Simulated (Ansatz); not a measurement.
# CH₂B (quartet): trial inputs and their diagnosis at distance B1–H3 = 1.104 Å

3 inputs are run for CH₂B (quartet) as typed; the log has to tell whether the result can be used and what must change.

Computed with Ansatz 0.2.0, Gaussian basis. Level: the settings change from run to run.

16 further runs of the same task are left out: 1 for a mislabelled method, 11 that didn't finish, 4 set aside as unsound or not needed.

## (1) The geometry

The geometry derives from a PBE0/def2-TZVP stationary point (not a proven minimum). One bond is set to the value named and the two fragments are kept rigid.

4 atoms, charge 0, spin multiplicity 4.

Atoms are counted from 1 here; the program's logs count them from 0.

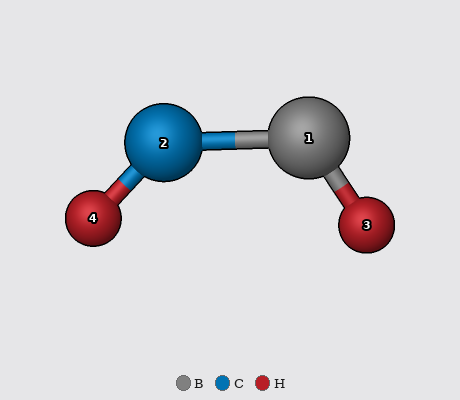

The geometry (boron grey, carbon blue, hydrogen red); atoms are numbered from 1 in the order of the file.

## (2) Try 1

The input, in.yaml:

```yaml
crystal:
  periodic: [false, false, false]
  atoms:
    - {symbol: B, position_ang: [0.000000, -0.101478, 0.804676]}
    - {symbol: C, position_ang: [0.000000, -0.041220, -0.720974]}
    - {symbol: H, position_ang: [0.000000, 0.815586, 1.419338]}
    - {symbol: H, position_ang: [0.000000, 0.764030, -1.458968]}
basis:
  gaussian: {orbitals: cc-pVDZ}
magnetization: {spin_polarized: false, initial_magnetization: 3}
correlation: {method: sc_nevpt2, electrons: outside_noble_gas, active_space: {window: {electrons: 5, orbitals: 4}}}
output: {forces: true}
```

On the command line:

```console
$ ansatz run in.yaml --threads 1 --pin off --events-out ev --progress --plain --max-ram 2393MiB
```

The program printed:

```text
Functional definition: HF
  name "HF"
  cite "Fock, Z. Phys. 61, 126 (1930) doi:10.1007/BF01340294"
  parent pbe
  exchange = exact_x
  correlation = 0
352 factors; integrals over basis functions are off by at most 9.7e-4 eV
mean field evaluation 1: about -1727.6928 eV, gradient 1.2e1 eV
mean field evaluation 2: about -1727.6937 eV, gradient 1.2e1 eV
mean field evaluation 4: about -1729.1857 eV, gradient 9.7e-1 eV
mean field evaluation 8: about -1729.2036 eV, gradient 9.7e-4 eV
mean field -1729.20357396 eV, -63.5470592468 hartree, gradient 1.2e-6 eV, S^2 3.750000; 0 other end points of the search recorded, 0 dependent functions left out
reference -1729.20357396 eV, -63.5470592468 hartree; 8, 5 occupied and 30, 33 virtual orbitals, 352 factors
state -1729.20357396 eV, -63.5470592468 hartree
state -1729.20357396 eV, -63.5470592468 hartree; corrected -1733.03039212 eV, -63.6876922203 hartree
WARN: 1 active orbitals are nearly empty or full. The corrections depend on them more than the energy does, and are more stable in an active space without them
the calculation of the forces begins
Error: an active orbital is full or empty, and SC-NEVPT2 has no forces then: leave it out of the active space
```

Wall time 0.36 s (1 thread of Arm Neoverse V2, shared host).

What is wrong: The run stopped with an error. It says: «an active orbital is full or empty, and SC-NEVPT2 has no forces then: leave it out of the active space». Cure: drop the forces, or choose an active space whose orbitals are all partly filled.

## (3) Try 2

The input, in.yaml:

```yaml
crystal:
  periodic: [false, false, false]
  atoms:
    - {symbol: B, position_ang: [0.000000, -0.101478, 0.804676]}
    - {symbol: C, position_ang: [0.000000, -0.041220, -0.720974]}
    - {symbol: H, position_ang: [0.000000, 0.815586, 1.419338]}
    - {symbol: H, position_ang: [0.000000, 0.764030, -1.458968]}
basis:
  gaussian: {orbitals: cc-pVDZ}
magnetization: {spin_polarized: false, initial_magnetization: 3}
hamiltonian: {xc: pbe}
correlation: {method: fic_mrcisd_q, electrons: valence, active_space: {window: {electrons: 5, orbitals: 5}}}
```

Launched as before.

The program printed:

```text
Error: invalid value for `correlation.active_space`: it starts from restricted Hartree–Fock orbitals; set hamiltonian.xc: hf without magnetization.spin_polarized
```

Run time: 0.03 s. Hardware: 1 thread of Arm Neoverse V2, shared host.

**Diagnosis.** The run was refused. An active space is asked on a functional's orbitals. Fix: start from Hartree-Fock.

## (4) Try 3

The input, in.yaml:

```yaml
crystal:
  periodic: [false, false, false]
  atoms:
    - {symbol: B, position_ang: [0.000000, -0.101478, 0.804676]}
    - {symbol: C, position_ang: [0.000000, -0.041220, -0.720974]}
    - {symbol: H, position_ang: [0.000000, 0.815586, 1.419338]}
    - {symbol: H, position_ang: [0.000000, 0.764030, -1.458968]}
basis:
  gaussian: {orbitals: "6-31G*"}
magnetization: {spin_polarized: false, initial_magnetization: 3}
correlation: {method: sc_nevpt2, electrons: outside_noble_gas, active_space: {window: {electrons: 5, orbitals: 5}, states: [{multiplicity: 4, weights: [1, 1]}], root: 2}}
```

The command is unchanged.

The program printed:

```text
Error: the active space averages no state 2, counted from zero
```

Run time: 0.03 s. Hardware: 1 thread of Arm Neoverse V2, shared host.

**Diagnosis.** The run was refused. The root asked for lies beyond the states averaged. Cure: average more states or name a lower root.

## (5) How the runs ended

| try | level | ended | cause | time |
| --- | --- | --- | --- | --- |
| 1 | NEVPT2(5,4)/cc-pVDZ | stopped by an error | an active orbital is full or empty, and SC-NEVPT2 has no forces then: leave it out of the active space | 0.36 s |
| 2 | MRCISD+Q(5,5)/cc-pVDZ | refused | an active space is asked on a functional's orbitals | 0.03 s |
| 3 | NEVPT2(5,5)/6-31G* | refused | the root asked for lies beyond the states averaged | 0.03 s |

1 stopped by an error, 2 refused.
